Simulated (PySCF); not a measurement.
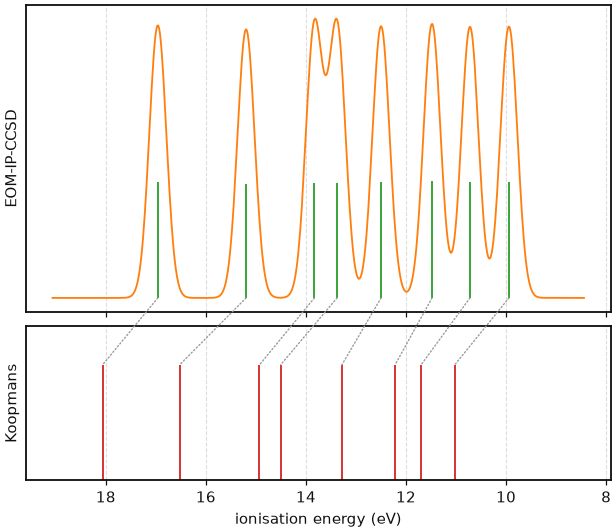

Valence photoelectron lines of BSiN₂H₇, SMILES BN[SiH2]N: vertical EOM-IP-CCSD/aug-cc-pVDZ (frozen core, PySCF, at a PBE0-D3(BJ)/def2-SVP geometry (no frequency check); 8 lines, one for each of the 8 highest orbitals, so a line of a deeper orbital can be missing among them) above, Hartree-Fock orbital energies with the sign turned below, non-relativistic; dotted lines join each line to its leading orbital. Stick heights are one-hole weights (summed over degenerate lines), not cross-sections; Gaussian width 0.40 eV.

**What is the first vertical ionisation energy, and how far is Koopmans' value off?**

9.94 eV from the HOMO; Koopmans gives 11.03 eV, 1.08 eV too high.

**List the lines.**

```
  hole  EOM-IP-CCSD (eV)  Koopmans (eV)  one-hole weight
  HOMO              9.94          11.03             0.95
HOMO-1             10.72          11.70             0.95
HOMO-2             11.48          12.22             0.96
HOMO-3             12.50          13.28             0.95
HOMO-4             13.38          14.51             0.94
HOMO-5             13.83          14.93             0.94
HOMO-6             15.20          16.53             0.94
HOMO-7             16.96          18.07             0.95
```

Known limits of this run: small basis, so the lines can lie some tenths of an eV too low; one conformer of a flexible molecule.
